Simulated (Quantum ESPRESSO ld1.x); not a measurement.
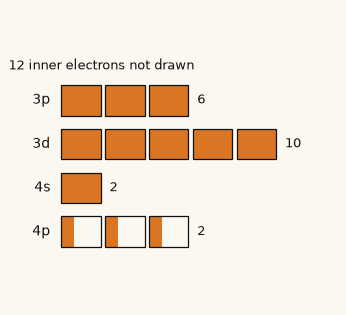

Fig. 1: The outer shells as the input fills them: a box for each of the 2l + 1 orbitals, shaded by the share of the shell that is filled, with the electron count at the right.

## Atomic calculation for Ge

Ge, configuration typed as [Ar] 3d10 4s2 4p2. Level asked for: radial all-electron Kohn-Sham run of Quantum ESPRESSO ld1.x with rel=1, dft='SLA-VWN' as typed.

**The input**
```
 &input
    zed=32.0,
    iswitch=1,
    rel=1,
    dft='SLA-VWN',
    config='[Ar] 3d10 4s2 4p2',
    verbosity='high',
    relpert=.true.,
    prefix='ld1',
    max_out_wfc=37,
    file_charge='ld1.rho',
 /
```

Launched with:
```bash
OMP_NUM_THREADS=1 ld1.x < ld1.in > ld1.out
```

**Log**
```
     Program LD1 v.7.5 starts

 %%%%%%%%%%%%%%%%%%%%%%%%%%%%%%%%%%%%%%%%%%%%%%%%%%%%%%%%%%%%%%%%%%%%%%%%%%%%%%
     Error in routine ld1_readin (1):
     perturbative SO-splitting for AE calculations with rel=0 only
 %%%%%%%%%%%%%%%%%%%%%%%%%%%%%%%%%%%%%%%%%%%%%%%%%%%%%%%%%%%%%%%%%%%%%%%%%%%%%%

     stopping ...
```

**Outcome**

- outcome: refused by the program
- hardware: 1 CPU thread, shared host

**What went wrong**

The input is odd on purpose: relpert with relativity on. The program refused the input: “Error in routine ld1_readin (1): perturbative SO-splitting for AE calculations with rel=0 only”.
